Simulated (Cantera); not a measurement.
Charge: 1 mol BN, 6.7 mol HCl, at 1450 K.

Method: chemical equilibrium by Gibbs-energy minimisation in Cantera with the NASA 1993 tables (ideal gas, pure condensed phases). Candidate condensed phases: B, BN, NH4Cl; 21 gas species. The tables' values for BCl, BCl2 are old estimates; treat these amounts as uncertain. Gases not in the tables: BHCl2. Equilibrium is a limit: real reactors are often held back by kinetics, nucleation or transport.

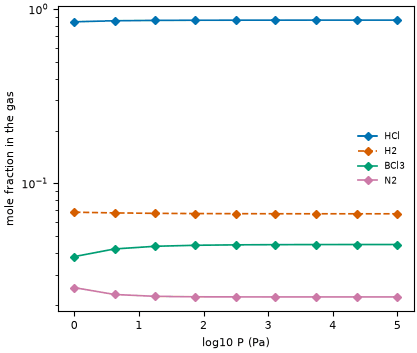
Equilibrium gas composition (values under 1e-9 drawn at 1e-9)

From 1.00 Pa to 1.00 bar the condensed part is BN(s). The main B-bearing gas is BCl3 throughout.
